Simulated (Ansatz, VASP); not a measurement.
# GaP in two plane-wave programs, part 2 of 2

Wanted: the spread between two codes on one cell, functional and k mesh.  Other levels of theory on this material are compared in a session of their own. Valence electrons are named where the data sets of a main pair hold unlike numbers.

VASP 6.6.1 and Ansatz 0.2.0.

So far: The starting structure; Ansatz: band structure, PBE, spin-orbit coupling; VASP: band structure, PBE, spin-orbit coupling.

## Step 3: VASP: band structure, PBE, spin-orbit coupling (continued)

Level of this step: PBE, spin-orbit coupling; plane waves and PAW (Ga_d, P) (VASP).

Numbers of over 12 decimals in the logs are rounded to 6 here.

From OUTCAR (step 3):

```text
ion  position               nearest neighbor table
   1  0.000  0.000  0.000-   2 2.36   2 2.36   2 2.36   2 2.36
   2  0.250  0.250  0.250-   1 2.36   1 2.36   1 2.36   1 2.36

  LATTYP: Found a face centered cubic cell.
 ALAT       =     5.4505000000

 Subroutine GETGRP returns: Found 24 space group operations
 (whereof 24 operations were pure point group operations)

The static configuration has the point symmetry T_d .

 Found     22 irreducible k-points:

   k-points           NKPTS =     22   k-points in BZ     NKDIM =     22   number of bands    NBANDS=     30

   dimension x,y,z NGX =    28 NGY =   28 NGZ =   28
   dimension x,y,z NGXF=    56 NGYF=   56 NGZF=   56

   ENCUT  =  400.0 eV  29.40 Ry    5.42 a.u.   6.29  6.29  6.29*2*pi/ulx,y,z

   NELECT =      18.0000    total number of electrons

 k-points in reciprocal lattice and weights: Automatic mesh
   0.00000000  0.00000000  0.00000000       0.005
   0.16666667  0.00000000  0.00000000       0.019
  -0.16666667  0.00000000  0.00000000       0.019
   0.33333333  0.00000000  0.00000000       0.019
  -0.33333333  0.00000000  0.00000000       0.019
   0.50000000  0.00000000  0.00000000       0.019
   0.16666667  0.16666667  0.00000000       0.028
   0.33333333  0.16666667  0.00000000       0.056
  -0.33333333 -0.16666667  0.00000000       0.056
[...]
-0.33333333  0.33333333  0.16666667       0.111
  -0.33333333  0.50000000  0.16666667       0.056

 average (electrostatic) potential at core
       1 -65.3821       2 -83.3906

 E-fermi :   4.7979

 k-point     1 :       0.0000    0.0000    0.0000
  band No.  band energies     occupation
    ...
     14       4.6022      1.00000
     15       4.6857      1.00000
     16       4.6857      1.00000
     17       4.6857      1.00000
     18       4.6857      1.00000
     19       6.4832      0.00000
     20       6.4832      0.00000
     21       8.4303      0.00000
     22       8.4303      0.00000
     23       8.5991      0.00000
    ...

 k-point     2 :       0.1667    0.0000    0.0000
  band No.  band energies     occupation
    ...
     14       2.2699      1.00000
     15       4.2565      1.00000
     16       4.2565      1.00000
     17       4.3151      1.00000
     18       4.3193      1.00000
     19       7.0691      0.00000
     20       7.0691      0.00000
     21       9.0367      0.00000
     22       9.0367      0.00000
     23       9.1446      0.00000
    ...

 k-point     3 :      -0.1667    0.0000    0.0000
  band No.  band energies     occupation
    ...
     14       2.2699      1.00000
     15       4.2565      1.00000
     16       4.2565      1.00000
     17       4.3151      1.00000
     18       4.3193      1.00000
     19       7.0691      0.00000
     20       7.0691      0.00000
     21       9.0367      0.00000
     22       9.0367      0.00000
     23       9.1446      0.00000
    ...

  Total        0.5560694      0.5560694      0.5560694      0.0000000      0.0000000     -0.0000000
  in kB       22.0085039     22.0085039     22.0085039      0.0000000      0.0000000     -0.0000000
  external PRESSURE =      22.0085039 kB  Pullay stress =       0.0000000 kB

  energy-cutoff  :      400.00
  volume of cell :       40.48
      direct lattice vectors                 reciprocal lattice vectors
     0.000000000  2.725250000  2.725250000    -0.183469406  0.183469406  0.183469406
     2.725250000  0.000000000  2.725250000     0.183469406 -0.183469406  0.183469406
     2.725250000  2.725250000  0.000000000     0.183469406  0.183469406 -0.183469406

 POSITION                                       TOTAL-FORCE (eV/Angst)
 -----------------------------------------------------------------------------------
      0.00000      0.00000      0.00000         0.000000      0.000000     -0.000000
      1.36262      1.36262      1.36262        -0.000000     -0.000000      0.000000
 -----------------------------------------------------------------------------------
    total drift:                                0.000001      0.000001      0.000001

  FREE ENERGIE OF THE ION-ELECTRON SYSTEM (eV)
  ---------------------------------------------------
  free  energy   TOTEN  =        -9.1075395910 eV

  energy  without entropy=       -9.1075395910  energy(sigma->0) =       -9.10753959

 Spin-Orbit-Coupling matrix elements
 Ion:    1  E_soc:     -0.0117208
 Ion:    2  E_soc:     -0.0008822

 total charge
# of ion       s       p       d       tot
------------------------------------------
    1        0.859   0.850  10.013  11.722
    2        1.019   1.528   0.000   2.547
--------------------------------------------------
tot          1.878   2.378  10.013  14.269

 magnetization (x)
# of ion       s       p       d       tot
------------------------------------------
    1        0.000  -0.000   0.000  -0.000
    2       -0.000  -0.000   0.000  -0.000
--------------------------------------------------
tot         -0.000  -0.000   0.000  -0.000

 magnetization (y)
# of ion       s       p       d       tot
------------------------------------------
    1        0.000   0.000   0.000   0.000
    2       -0.000   0.000   0.000  -0.000
--------------------------------------------------
tot         -0.000   0.000   0.000  -0.000

 magnetization (z)
# of ion       s       p       d       tot
------------------------------------------
    1        0.000   0.000   0.000   0.000
    2        0.000  -0.000   0.000  -0.000
--------------------------------------------------
tot          0.000  -0.000   0.000  -0.000

[... 3 further parts left out ...]
```

At this level the cell is under a pressure of 2.2 GPa, so at these settings it is away from equilibrium.

## Step 4: Side by side

Known differences besides the potentials themselves: spin-orbit coupling enters by fully relativistic files in Ansatz and inside the spheres in VASP; the cutoff is 420 eV in Ansatz and 400 eV in VASP. Total energies have different zeros and are not compared.

Compared:

| quantity | Ansatz | VASP | difference |
| --- | --- | --- | --- |
| pressure (GPa) | 2.52 | 2.20 | +0.32 |
| gap over the path points (eV) | 1.562 | 1.562 | 0.000 |

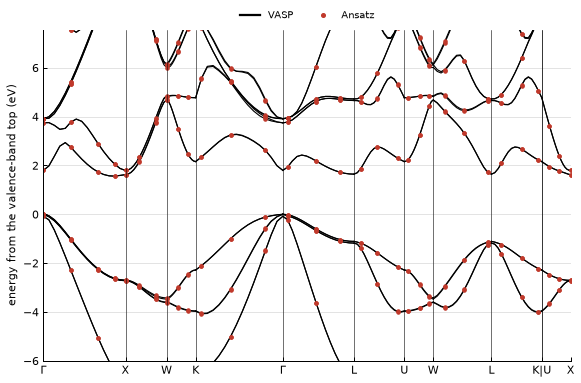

Bands from VASP (lines) and levels from Ansatz (dots). Dots without a line are higher empty bands that the VASP plot leaves out.

Levels at points of the path, from each program's valence-band top (eV; 6 filled, then empty):

| k (reciprocal lattice) | Ansatz | VASP |
| --- | --- | --- |
| 0.000 0.000 0.000 | -0.08 -0.08 0.00 0.00 0.00 0.00 1.80 1.80 3.74 3.74 3.91 3.91 | -0.08 -0.08 0.00 0.00 0.00 0.00 1.80 1.80 3.74 3.74 3.91 3.91 |
| 0.167 0.000 0.167 | -2.28 -2.28 -1.05 -1.05 -1.01 -1.01 2.74 2.74 3.77 3.77 5.34 5.34 | -2.28 -2.28 -1.04 -1.04 -1.01 -1.01 2.74 2.74 3.77 3.77 5.35 5.35 |
| 0.333 0.000 0.333 | -5.06 -5.06 -2.27 -2.27 -2.24 -2.24 1.73 1.73 2.88 2.88 8.12 8.12 | -5.06 -5.06 -2.26 -2.26 -2.24 -2.24 1.73 1.73 2.89 2.89 8.14 8.14 |
| 0.433 0.000 0.433 | -6.41 -6.41 -2.65 -2.65 -2.63 -2.63 1.56 1.56 2.05 2.05 9.85 9.85 | -6.41 -6.41 -2.65 -2.65 -2.63 -2.63 1.56 1.56 2.05 2.05 9.87 9.87 |
| 0.500 0.000 0.500 | -6.79 -6.79 -2.73 -2.73 -2.70 -2.70 1.62 1.62 1.79 1.79 10.50 10.50 | -6.78 -6.78 -2.72 -2.72 -2.70 -2.70 1.62 1.62 1.79 1.79 10.51 10.51 |
| 0.500 0.083 0.583 | -6.74 -6.74 -2.98 -2.96 -2.94 -2.91 2.14 2.17 2.33 2.33 9.35 9.37 | -6.74 -6.74 -2.98 -2.96 -2.94 -2.91 2.15 2.17 2.33 2.33 9.37 9.39 |
| 0.500 0.183 0.683 | -6.62 -6.61 -3.48 -3.47 -3.37 -3.32 3.74 3.76 3.91 3.93 7.10 7.15 | -6.62 -6.61 -3.48 -3.46 -3.37 -3.32 3.74 3.77 3.91 3.93 7.11 7.16 |
| 0.500 0.250 0.750 | -6.58 -6.57 -3.62 -3.60 -3.47 -3.42 4.67 4.67 4.82 4.85 6.00 6.11 | -6.58 -6.57 -3.61 -3.60 -3.47 -3.42 4.68 4.68 4.82 4.85 6.01 6.12 |
| 0.450 0.300 0.750 | -6.58 -6.57 -3.82 -3.80 -3.01 -2.98 3.49 3.50 4.84 4.85 6.64 6.68 | -6.57 -6.56 -3.82 -3.80 -3.01 -2.98 3.49 3.50 4.85 4.85 6.66 6.70 |
| 0.408 0.342 0.750 | -6.58 -6.57 -3.95 -3.92 -2.48 -2.46 2.46 2.47 4.79 4.79 7.59 7.61 | -6.58 -6.57 -3.94 -3.92 -2.48 -2.46 2.46 2.48 4.79 4.79 7.61 7.63 |

Among the levels compared at these points, filled levels agree within 3 meV and empty ones within 23 meV.

## Step 5: What came out

- largest difference of a filled level at the path points (band structure, PBE, spin-orbit coupling): 3 meV

In words: The largest difference of a filled level at the path points is 3 meV (band structure, PBE, spin-orbit coupling), within the 80 meV picked in this series as the mark of a large difference. 3 further runs of this series are not shown here. How closely two codes agree says nothing of how well the functional describes the real material.

[Lines on the potential files, build, host, timing and source positions are cut from VASP's logs without a mark.]

[Logs are printed without paths, hosts, clocks, repeated set-up lines and the standing remarks that a program may print on its own settings, such as how far it seeks lower states.]

[Hosts, paths, dates, database ids (printed as entryN), source tags and the programs' standing remarks are cut or masked in the printed files.]
